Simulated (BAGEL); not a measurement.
**BNH5Br (SMILES [NH3+][BH2-]Br): RI-MP2/6-31G(d) (density fitting with qzvpp-jkfit, spherical functions)**

What is the energy change on altering one bond length of BNH5Br at RI-MP2/6-31G* (density fitting with qzvpp-jkfit, spherical functions)? 

Program for the calculation: BAGEL 1.2.2.

7 further runs of the same task are left out: 5 that didn't finish, 2 set aside as unsound or not needed.

**1. The structure to begin with**

BNH5Br has 8 atoms, charge 0, and is taken as a singlet. SMILES: `[NH3+][BH2-]Br`. The shape is that of a GFN2-xTB optimisation.

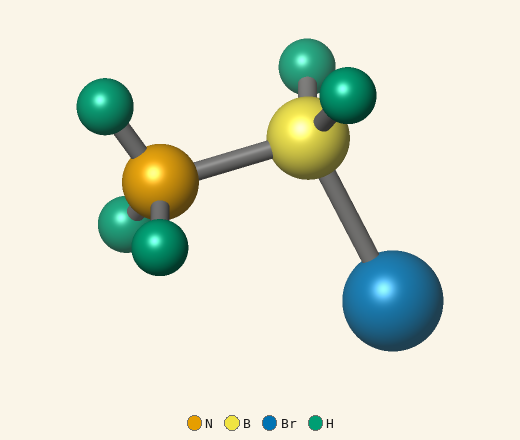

Viewed from a chosen angle; nitrogen amber, boron yellow, bromine blue, hydrogen teal.

**2. The energy at RI-MP2/6-31G(d) (density fitting with qzvpp-jkfit, spherical functions)**

File job.json:

```json
{ "bagel": [

{
  "title": "molecule",
  "basis": "6-31gs.json",
  "df_basis": "qzvpp-jkfit",
  "angstrom": true,
  "geometry": [
    { "atom": "N", "xyz": [   -0.259310,    0.151690,   -0.791980 ] },
    { "atom": "B", "xyz": [    0.451540,   -0.178670,    0.655680 ] },
    { "atom": "Br", "xyz": [   -1.057520,    0.008760,    1.934430 ] },
    { "atom": "H", "xyz": [   -1.018280,   -0.512260,   -0.939330 ] },
    { "atom": "H", "xyz": [    0.411500,    0.089380,   -1.553350 ] },
    { "atom": "H", "xyz": [   -0.656150,    1.089520,   -0.751960 ] },
    { "atom": "H", "xyz": [    0.846100,   -1.295700,    0.608010 ] },
    { "atom": "H", "xyz": [    1.282120,    0.647280,    0.838490 ] }
  ]
},
{ "title": "hf" },
{ "title": "mp2", "ncore": 11 }

]}
```

The basis set 6-31G* is read from a file made from the Basis Set Exchange's data (not shown).

On the command line:

```sh
BAGEL_NUM_THREADS=1 BAGEL job.json > job.out
```

The program printed:

```text
* using 1 threads per process

  ===============================================================
  ===============================================================

  *** Geometry ***

  { "atom" : "N", "xyz" : [     -0.490025,      0.286653,     -1.496625 ] },
  { "atom" : "B", "xyz" : [      0.853287,     -0.337637,      1.239056 ] },
  { "atom" : "Br", "xyz" : [     -1.998423,      0.016554,      3.655543 ] },
  { "atom" : "H", "xyz" : [     -1.924270,     -0.968031,     -1.775076 ] },
  { "atom" : "H", "xyz" : [      0.777622,      0.168904,     -2.935406 ] },
  { "atom" : "H", "xyz" : [     -1.239944,      2.058894,     -1.420998 ] },
  { "atom" : "H", "xyz" : [      1.598897,     -2.448518,      1.148972 ] },
  { "atom" : "H", "xyz" : [      2.422856,      1.223182,      1.584516 ] },

  Number of auxiliary basis functions:      508

  Since a DF basis is specified, we compute 2- and 3-index integrals:
    o Being stored without compression. Storage requirement is 0.020 GB

  Number of basis functions:       70
  Number of electrons      :       52

    * METHOD: MOLECULE                             0.19

  *** RHF ***

  === Nuclear Repulsion ===
   159.5065323144

      * DIIS with orbital gradients will be used.

  === RHF iteration (6-31gs.json) ===
      0      -2654.09223837          0.01548206           0.04
      1      -2654.17449680          0.00653672           0.04
      2      -2654.18854294          0.00160838           0.04
      3      -2654.18966134          0.00020374           0.04
      4      -2654.18968898          0.00007683           0.04
      5      -2654.18969231          0.00002588           0.04
      6      -2654.18969294          0.00000709           0.04
      7      -2654.18969300          0.00000162           0.04
      8      -2654.18969301          0.00000058           0.04
      9      -2654.18969301          0.00000019           0.04
     10      -2654.18969301          0.00000004           0.04
     11      -2654.18969301          0.00000001           0.04
     12      -2654.18969301          0.00000000           0.04
    * SCF iteration converged.

    * Permanent dipole moment:
           (    0.076657,    -0.324155,     2.596167) a.u.

    * METHOD: HF                                   0.65

  *** RHF ***

  === Nuclear Repulsion ===
   159.5065323144

      * DIIS with orbital gradients will be used.

  === RHF iteration (6-31gs.json) ===
      0      -2654.18969301          0.00000000           0.04
    * SCF iteration converged.

    * Permanent dipole moment:
           (    0.076657,    -0.324155,     2.596167) a.u.

  === DF-MP2 calculation ===

    * freezing 11 orbitals
    * 3-index integral transformation done
    * assembly done

      MP2 correlation energy:   -0.5091981249      0.02

      MP2 total energy:       -2654.6988911317

    * METHOD: MP2                                  0.11

  ===============================================================
```

It took 1.1 s on 1 thread of Intel Xeon 6975P-C (Granite Rapids), shared host; peak memory 0.11 GiB.

**3. The distorted shape**

File calc.json:

```json
{ "bagel": [

{
  "title": "molecule",
  "basis": "6-31gs.json",
  "df_basis": "qzvpp-jkfit",
  "angstrom": "true",
  "geometry": [
    { "atom": "N", "xyz": [      -0.031647,       0.350850,      -0.747780 ] },
    { "atom": "B", "xyz": [       0.679203,       0.020490,       0.699880 ] },
    { "atom": "Br", "xyz": [      -0.829857,       0.207920,       1.978630 ] },
    { "atom": "H", "xyz": [      -1.018280,      -0.512260,      -0.939330 ] },
    { "atom": "H", "xyz": [       0.639163,       0.288540,      -1.509150 ] },
    { "atom": "H", "xyz": [      -0.428487,       1.288680,      -0.707760 ] },
    { "atom": "H", "xyz": [       1.073763,      -1.096540,       0.652210 ] },
    { "atom": "H", "xyz": [       1.509783,       0.846440,       0.882690 ] }
  ]
},

{
  "title": "hf"
},

{
  "title": "mp2",
  "ncore": 11
}

]}
```

The basis set 6-31G* is read from a file made from the Basis Set Exchange's data (not shown).

On the command line:

```sh
BAGEL_NUM_THREADS=1 BAGEL calc.json > calc.out
```

The program printed:

```text
* using 1 threads per process

  ===============================================================
  ===============================================================

  *** Geometry ***

  { "atom" : "N", "xyz" : [     -0.059804,      0.663010,     -1.413099 ] },
  { "atom" : "B", "xyz" : [      1.283508,      0.038720,      1.322582 ] },
  { "atom" : "Br", "xyz" : [     -1.568202,      0.392912,      3.739069 ] },
  { "atom" : "H", "xyz" : [     -1.924270,     -0.968031,     -1.775076 ] },
  { "atom" : "H", "xyz" : [      1.207843,      0.545262,     -2.851880 ] },
  { "atom" : "H", "xyz" : [     -0.809723,      2.435252,     -1.337473 ] },
  { "atom" : "H", "xyz" : [      2.029118,     -2.072160,      1.232498 ] },
  { "atom" : "H", "xyz" : [      2.853076,      1.599540,      1.668042 ] },

  Number of auxiliary basis functions:      508

  Since a DF basis is specified, we compute 2- and 3-index integrals:
    o Being stored without compression. Storage requirement is 0.020 GB

  Number of basis functions:       70
  Number of electrons      :       52

    * METHOD: MOLECULE                             0.25

  *** RHF ***

  === Nuclear Repulsion ===
   158.2549179869

      * DIIS with orbital gradients will be used.

  === RHF iteration (6-31gs.json) ===
      0      -2654.03623594          0.01570276           0.04
      1      -2654.11927141          0.00751844           0.04
      2      -2654.13778280          0.00174878           0.04
      3      -2654.13923249          0.00030654           0.04
      4      -2654.13928717          0.00011157           0.04
      5      -2654.13929553          0.00003715           0.04
      6      -2654.13929711          0.00000932           0.04
      7      -2654.13929721          0.00000209           0.04
      8      -2654.13929721          0.00000089           0.04
      9      -2654.13929721          0.00000030           0.04
     10      -2654.13929721          0.00000008           0.04
     11      -2654.13929721          0.00000002           0.04
     12      -2654.13929721          0.00000001           0.04
    * SCF iteration converged.

    * Permanent dipole moment:
           (    0.161383,    -0.243864,     2.617869) a.u.

    * METHOD: HF                                   0.63

  *** RHF ***

  === Nuclear Repulsion ===
   158.2549179869

      * DIIS with orbital gradients will be used.

  === RHF iteration (6-31gs.json) ===
      0      -2654.13929721          0.00000000           0.04
    * SCF iteration converged.

    * Permanent dipole moment:
           (    0.161383,    -0.243864,     2.617869) a.u.

  === DF-MP2 calculation ===

    * freezing 11 orbitals
    * 3-index integral transformation done
    * assembly done

      MP2 correlation energy:   -0.5180202861      0.02

      MP2 total energy:       -2654.6573174950

    * METHOD: MP2                                  0.10

  ===============================================================
```

Wall time 1.1 s (1 thread of Intel Xeon 6975P-C (Granite Rapids), shared host); peak memory 0.11 GiB.

**4. Results**

At RI-MP2/6-31G* (density fitting with qzvpp-jkfit, spherical functions), 11 core orbitals frozen:

| quantity | value |
| --- | --- |
| first shape: total energy | -2654.69889 Eh |
| first shape: correlation energy (11 core orbitals frozen) | -509.2 mEh |
| distorted shape: total energy | -2654.65732 Eh |
| distorted shape: correlation energy (11 core orbitals frozen) | -518.0 mEh |
| energy change with the N1–H4 bond stretched from 1.019 to 1.325 Å | 1.131 eV |

What this shows: With the N1–H4 bond stretched from 1.019 to 1.325 Å the energy rises by 1.13 eV (26 kcal/mol). The first shape isn't relaxed at this level, so the change isn't measured from a minimum.
